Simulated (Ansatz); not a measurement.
# Breaking a bond in MnH (SMILES [H][Mn])

MnH has 2 atoms, charge 0, and is taken as a septet. SMILES: `[H][Mn]`. The shape comes from GFN2-xTB, which is rough for such elements, and wasn't checked as a minimum.

```tsv
atom	x (Å)	y (Å)	z (Å)
Mn	0.0003	0.0059	-0.8120
H	-0.0003	-0.0059	0.8120
```

The Mn1–H2 distance is scanned; the parts on either side stay rigid. Basis STO-3G, 5 core orbitals frozen in the correlated methods; program Ansatz 0.2.0. FCI is exact within this basis and core. Energies in eV from each method's value at 1.624 Å; open shells run as named; a dash marks a point that is missing or didn't converge. The shape above is that at 1.624 Å.

```json
{"distance (Å)": "1.624", "UBLYP": "0.00", "UB3LYP": "0.00", "UBHLYP": "0.00", "UMP2": "0.00", "UCCSDT(Q)": "0.00", "FCI": "0.00"}
{"distance (Å)": "2.030", "UBLYP": "0.60", "UB3LYP": "0.64", "UBHLYP": "0.70", "UMP2": "0.67", "UCCSDT(Q)": "0.49", "FCI": "0.49"}
{"distance (Å)": "2.436", "UBLYP": "1.51", "UB3LYP": "1.60", "UBHLYP": "1.63", "UMP2": "1.53", "UCCSDT(Q)": "1.28", "FCI": "1.27"}
{"distance (Å)": "3.248", "UBLYP": "2.29", "UB3LYP": "2.29", "UBHLYP": "2.22", "UMP2": "1.69", "UCCSDT(Q)": "1.59", "FCI": "1.59"}
{"distance (Å)": "4.060", "UBLYP": "–", "UB3LYP": "2.36", "UBHLYP": "2.27", "UMP2": "1.69", "UCCSDT(Q)": "1.60", "FCI": "1.60"}
```

Departure from the FCI curve at its largest: UBLYP +0.70 eV at 3.25 Å; UB3LYP +0.76 eV at 4.06 Å; UBHLYP +0.67 eV at 4.06 Å; UMP2 +0.25 eV at 2.44 Å; UCCSDT(Q) within 0.005 eV. Functionals converge differently with the basis, so for them the departure isn't an error alone.

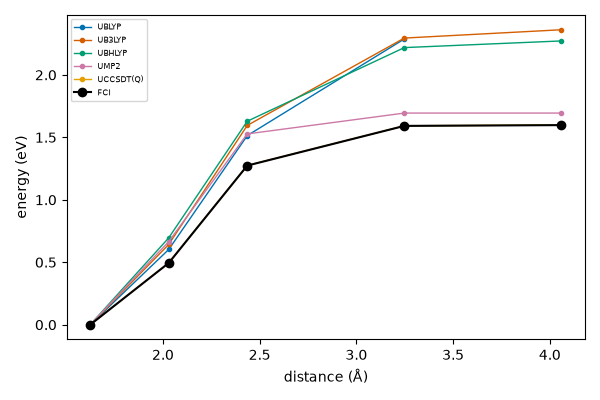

The curves of the table.
